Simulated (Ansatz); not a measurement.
# GaSi2H5SO: how energies converge with the basis set

Aim: see how fast density functionals converge with the basis set for GaSi2H5SO.

Program: Ansatz 0.2.0, Gaussian basis. Level of theory: one geometry, several basis sets. These are calculated values, not measurements.

The runs, in order: PBE0-D4/def2-SVP; ωB97M-V/def2-SVP; PBE0-D4/def2-QZVPP; ωB97M-V/def2-QZVPP; the functionals' def2-TZVPP values are taken from earlier runs.

**1. Structure used throughout**

All runs share one geometry, relaxed beforehand with PBE0-D4/def2-TZVP.

SMILES `[SiH3][Ga]1[O][SiH2][S]1`, 10 atoms, charge 0, spin multiplicity 1.

Atoms are counted from 1 here; the program's logs count them from 0.

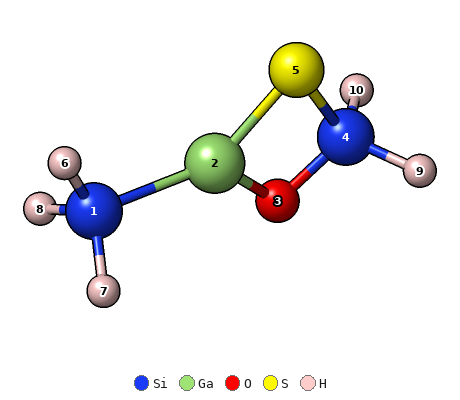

The geometry (silicon blue, gallium green, oxygen red, sulfur yellow, hydrogen pink); atoms are numbered from 1 in the order of the file.

**2. PBE0-D4 in def2-SVP**

in.yaml reads:

```yaml
crystal:
  periodic: [false, false, false]
  atoms:
    - {symbol: Si, position_ang: [-2.330595, -0.894650, -0.261703]}
    - {symbol: Ga, position_ang: [-0.187250, 0.141975, -0.101743]}
    - {symbol: O, position_ang: [1.370823, -0.563546, 0.565943]}
    - {symbol: Si, position_ang: [2.318410, 0.757453, 0.310561]}
    - {symbol: S, position_ang: [0.827125, 2.059918, -0.565719]}
    - {symbol: H, position_ang: [-3.299017, 0.064063, -0.848940]}
    - {symbol: H, position_ang: [-2.774878, -1.294562, 1.097578]}
    - {symbol: H, position_ang: [-2.220550, -2.096447, -1.126970]}
    - {symbol: H, position_ang: [2.864165, 1.329374, 1.567219]}
    - {symbol: H, position_ang: [3.431775, 0.496432, -0.636225]}
basis:
  gaussian: {orbitals: def2-SVP}
hamiltonian: {xc: pbe0, dispersion: d4}
output: {orbitals: {seedname: orbitals}}
```

Launch:

```sh
> ansatz run in.yaml --threads 2 --pin off --events-out ev --progress --plain --max-ram 22528MiB --backend cpu
```

The runs that follow: ωB97M-V in def2-SVP; PBE0-D4 in def2-QZVPP; ωB97M-V in def2-QZVPP.

Q: Predict the results of all the runs planned. Wanted: PBE0-D4: double and triple zeta above quadruple; ωB97M-V: double and triple zeta above quadruple.

**Answer**, as computed:

| quantity | value |
| --- | --- |
| PBE0-D4: double and triple zeta above quadruple | 20.90, 2.16 eV |
| ωB97M-V: double and triple zeta above quadruple | 20.82, 2.06 eV |

In words: For PBE0-D4 the step from double to triple zeta gains 18.75 eV and the next only 2.16 eV. Total energies overstate the basis error of differences, where much of it tends to cancel.
